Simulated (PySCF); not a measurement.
**One shape, several levels: singlet [NH2]+**

Aim: a comparison of 6 runs (M06-2X/SBKJC, r2SCAN/SBKJC, CCSDT(Q)/SBKJC, NEVPT2(2,2)/SBKJC, NEVPT2(6,6)/SBKJC, CCSD(T)/SBKJC) of singlet [NH2]+. Input form: a Python script.

Program for the calculation: PySCF 2.14.0.

11 further runs of the same task are left out: 1 that didn't finish, 10 set aside as unsound or not needed.

## Step 1: The system as given

The species is [NH2]+ (3 atoms), meant as a singlet with charge +1. As SMILES of the parent species, `[NH2]`. The coordinates come from a GFN2-xTB relaxation. That shape belongs to the parent species and isn't relaxed for this state.

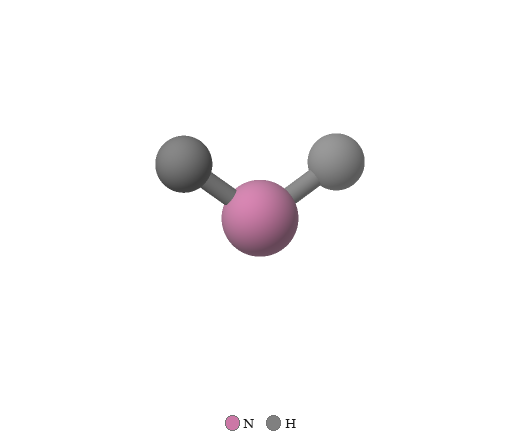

The structure, seen from a chosen angle (nitrogen pink, hydrogen grey).

## Step 2: A single-point energy at M06-2X/SBKJC (core potential) (run 1)

start.xyz reads:

```xyz
3

N      0.307180    -0.182210     0.151440
H      0.155580     0.820260     0.174790
H     -0.462760    -0.638040    -0.326220
```

calc.py reads:

```python
from pyscf import gto, dft

mol = gto.Mole()
mol.atom = 'start.xyz'
mol.max_memory = 1860
mol.basis = 'sbkjc'
mol.charge = 1
mol.verbose = 3
mol.spin = 0
mol.ecp = {'N': 'sbkjc'}
mol.build()

mf = dft.RKS(mol)
mf.xc = 'm06-2x'
mf.conv_tol = 1e-10
mf.grids.level = 5
mf.kernel()
if not mf.converged:
    mf = mf.newton().run(mf.mo_coeff, mf.mo_occ)

energy = mf.e_tot
print('E(%s) = %.9f' % ('M06-2X', energy))
```

Launch:

```bash
$ OMP_NUM_THREADS=1 python calc.py
```

What it wrote:

```text
converged SCF energy = -10.5170631420893
E(M06-2X) = -10.517063142
```

Run time: 1.4 s. Hardware: 1 thread of Arm Neoverse V2, shared host; peak memory 0.16 GiB.

## Step 3: The energy at r2SCAN/SBKJC (core potential) (run 2)

run.py reads:

```python
from pyscf import gto, dft

mol = gto.M(
    atom='''
N      0.580486    -0.344327     0.286180
H      0.294004     1.550067     0.330305
H     -0.874490    -1.205721    -0.616466
''',
    unit='bohr',
    spin=0,
    basis='sbkjc',
    charge=1,
    ecp={'N': 'sbkjc'},
    verbose=3,
    max_memory=1860,
)

mf = dft.RKS(mol, xc='r2scan')
mf.conv_tol = 1e-10
mf.grids.level = 5
mf.kernel()
if not mf.converged:
    mf = mf.newton().run(mf.mo_coeff, mf.mo_occ)

e_final = mf.e_tot
print('E(%s) = %.9f' % ('R2SCAN', e_final))
```

Launch:

```bash
$ OMP_NUM_THREADS=1 python run.py
```

What it wrote:

```text
converged SCF energy = -10.5176281021471
E(R2SCAN) = -10.517628102
```

Wall time 1.3 s (1 thread of Arm Neoverse V2, shared host); peak memory 0.16 GiB.

Runs 3 to 5 aren't shown in full; the table further down has their settings and results.

## Step 4: The energy at CCSD(T)/SBKJC (core potential) (run 6)

run.py reads:

```python
from pyscf import gto, cc

molecule = gto.Mole()
molecule.atom = 'N 0.307180 -0.182210 0.151440; H 0.155580 0.820260 0.174790; H -0.462760 -0.638040 -0.326220'
molecule.ecp = {'N': 'sbkjc'}
molecule.max_memory = 1860
molecule.verbose = 4
molecule.charge = 1
molecule.basis = 'sbkjc'
molecule.build()

mf = molecule.RHF()
mf.conv_tol = 1e-10
mf.kernel()
if not mf.converged:
    mf = mf.newton().run(mf.mo_coeff, mf.mo_occ)

mycc = cc.CCSD(mf)
mycc.kernel()
e_t = mycc.ccsd_t()
etot = mycc.e_tot + e_t
print('E = %.10f Eh' % etot)
```

Launch:

```bash
$ OMP_NUM_THREADS=1 python run.py
```

What it wrote:

```text
PySCF version 2.14.0

[INPUT] num. atoms = 3
[INPUT] num. electrons = 6
[INPUT] charge = 1
[INPUT] spin (= nelec alpha-beta = 2S) = 0
[INPUT] symmetry False subgroup None
[INPUT] Mole.unit = angstrom
[INPUT] Symbol           X                Y                Z      unit          X                Y                Z       unit  Magmom
[INPUT]  1 N      0.307180000000  -0.182210000000   0.151440000000 AA    0.580486070944  -0.344326997157   0.286180124304 Bohr   0.0
[INPUT]  2 H      0.155580000000   0.820260000000   0.174790000000 AA    0.294003590460   1.550066750936   0.330305229313 Bohr   0.0
[INPUT]  3 H     -0.462760000000  -0.638040000000  -0.326220000000 AA   -0.874489661404  -1.205720856517  -0.616466456356 Bohr   0.0

nuclear repulsion = 5.53618548302106
number of shells = 8
number of NR pGTOs = 22
number of NR cGTOs = 12
basis = sbkjc
ecp = {'N': 'sbkjc'}

******** <class 'pyscf.scf.hf.RHF'> ********
method = RHF
initial guess = minao
damping factor = 0
level_shift factor = 0
DIIS = <class 'pyscf.scf.diis.CDIIS'>
diis_start_cycle = 1
diis_space = 8
diis_damp = 0
SCF conv_tol = 1e-10
SCF conv_tol_grad = None
SCF max_cycles = 50
direct_scf = True
direct_scf_tol = 1e-13
Set gradient conv threshold to 1e-05
Initial guess from minao.
init E= -9.65023715580316
  HOMO = -0.141819219243031  LUMO = -0.0263407483401537  gap/eV = 3.14233
cycle= 1 E= -10.0896734190076  delta_E= -0.439  |g|= 0.851  |ddm|= 2.34
  HOMO = -1.11548530563542  LUMO = -0.626820226789601  gap/eV = 13.29725
cycle= 2 E= -10.3204209705199  delta_E= -0.231  |g|= 0.238  |ddm|= 1.13
  HOMO = -0.918947674617257  LUMO = -0.380092677777431  gap/eV = 14.66299
cycle= 3 E= -10.3335769872099  delta_E= -0.0132  |g|= 0.032  |ddm|= 0.223
  HOMO = -0.917106971576699  LUMO = -0.369193630920944  gap/eV = 14.90948
cycle= 4 E= -10.3340963638531  delta_E= -0.000519  |g|= 0.00572  |ddm|= 0.0919
  HOMO = -0.917264307960297  LUMO = -0.369536809824651  gap/eV = 14.90442
cycle= 5 E= -10.3341234286295  delta_E= -2.71e-05  |g|= 0.000744  |ddm|= 0.026
  HOMO = -0.917543938905278  LUMO = -0.369321960538562  gap/eV = 14.91788
cycle= 6 E= -10.3341236981581  delta_E= -2.7e-07  |g|= 0.000117  |ddm|= 0.00126
  HOMO = -0.9175381575092  LUMO = -0.369355524140487  gap/eV = 14.91681
cycle= 7 E= -10.3341237039803  delta_E= -5.82e-09  |g|= 9.43e-06  |ddm|= 0.000228
  HOMO = -0.91754090601724  LUMO = -0.369353977356061  gap/eV = 14.91693
cycle= 8 E= -10.3341237040207  delta_E= -4.04e-11  |g|= 8.12e-07  |ddm|= 2.5e-05
  HOMO = -0.917540839057562  LUMO = -0.369353712926408  gap/eV = 14.91693
Extra cycle  E= -10.334123704021  delta_E= -2.98e-13  |g|= 2.28e-07  |ddm|= 1.86e-06
converged SCF energy = -10.334123704021

******** <class 'pyscf.cc.ccsd.CCSD'> ********
CC2 = 0
CCSD nocc = 3, nmo = 12
max_cycle = 50
direct = 0
conv_tol = 1e-07
conv_tol_normt = 1e-05
diis_space = 6
diis_start_cycle = 0
diis_start_energy_diff = 1e+09
Init t2, MP2 energy = -10.3950731034319  E_corr(MP2) -0.0609493994109271
Init E_corr(CCSD) = -0.0609493994109483
cycle = 1  E_corr(CCSD) = -0.0734919071372524  dE = -0.0125425077  norm(t1,t2) = 0.0399792
cycle = 2  E_corr(CCSD) = -0.0776684343047201  dE = -0.00417652717  norm(t1,t2) = 0.0227688
cycle = 3  E_corr(CCSD) = -0.0820146051383293  dE = -0.00434617083  norm(t1,t2) = 0.0163605
cycle = 4  E_corr(CCSD) = -0.0824547771790621  dE = -0.000440172041  norm(t1,t2) = 0.00880809
cycle = 5  E_corr(CCSD) = -0.0827183085526654  dE = -0.000263531374  norm(t1,t2) = 0.00348065
cycle = 6  E_corr(CCSD) = -0.0826724323482569  dE = 4.58762044e-05  norm(t1,t2) = 0.000684849
cycle = 7  E_corr(CCSD) = -0.0826765613954169  dE = -4.12904716e-06  norm(t1,t2) = 0.000190889
cycle = 8  E_corr(CCSD) = -0.0826792775182317  dE = -2.71612281e-06  norm(t1,t2) = 6.5789e-05
cycle = 9  E_corr(CCSD) = -0.0826797087406298  dE = -4.31222398e-07  norm(t1,t2) = 2.23793e-05
cycle = 10  E_corr(CCSD) = -0.0826791488634306  dE = 5.59877199e-07  norm(t1,t2) = 5.25987e-06
cycle = 11  E_corr(CCSD) = -0.082679179236257  dE = -3.03728264e-08  norm(t1,t2) = 1.41367e-06
CCSD converged
E(CCSD) = -10.41680288325721  E_corr = -0.08267917923625703
CCSD(T) correction = -0.00128950649511344
E = -10.4180923898 Eh
```

Run time: 0.69 s. Hardware: 1 thread of Arm Neoverse V2, shared host; peak memory 0.12 GiB.

## Step 5: The series

```csv
run,level,integration grid,frozen core orbitals,energy (Eh),HOMO energy (eV),LUMO energy (eV),HOMO–LUMO gap (eV),wall time
1,M06-2X/SBKJC (core potential),5,–,-10.517063,-21.82,-14.73,7.09,1.4 s
2,r2SCAN/SBKJC (core potential),5,–,-10.517628,-18.76,-17.37,1.40,1.3 s
3,CCSDT(Q)/SBKJC (core potential),–,0,-10.418624,-24.97,-10.05,14.92,0.7 s
4,"NEVPT2(2,2)/SBKJC (core potential)",–,–,-10.398833,-24.97,-10.05,14.92,0.67 s
5,"NEVPT2(6,6)/SBKJC (core potential)",–,–,-10.414026,-24.97,-10.05,14.92,1.2 s
6,CCSD(T)/SBKJC (core potential),–,0,-10.418092,-24.97,-10.05,14.92,0.69 s
```

## Step 6: What came out

| quantity | value |
| --- | --- |
| run 6: total energy | -10.41809 Eh |
| run 6: HOMO energy (Hartree–Fock orbitals) | -24.97 eV |
| run 6: LUMO energy (Hartree–Fock orbitals) | -10.05 eV |
| run 6: HOMO–LUMO gap (Hartree–Fock orbitals) | 14.92 eV |
| run 6: correlation energy | -84.0 mEh |
| run 6: (T) correction | -1.29 mEh |
| run 6: T1 diagnostic | 0.008 |

**Reading.** Totals of different functionals can't be ranked against each other. All runs together took 5.9 s, the longest 1.4 s.
